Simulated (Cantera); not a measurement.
Input: 1 mol MgO, 4.7 mol H2S, 5.2 mol CO2, at 10.0 Torr.

Equilibrium computed with Cantera from the NASA thermochemical tables; the gas is ideal and each condensed phase is pure. Candidate condensed phases: C, C6H6, C7H8, C8H18, H2O, H2SO4, Mg, MgCO3, MgO, Mg(OH)2, MgS, MgSO4, S; 130 gas species. The numbers say what is thermodynamically allowed, not how fast it happens.

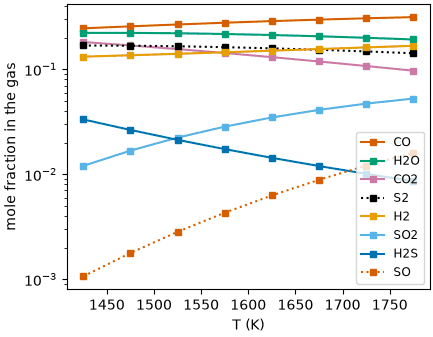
*Equilibrium gas composition (values under 1e-9 drawn at 1e-9)*

Read off the mole fractions at 1425 K.

CO about 0.25, H2O about 0.22, CO2 about 0.18, S2 about 0.17, H2 about 0.13, H2S about 0.033, SO2 about 0.012, SO about 0.0011.
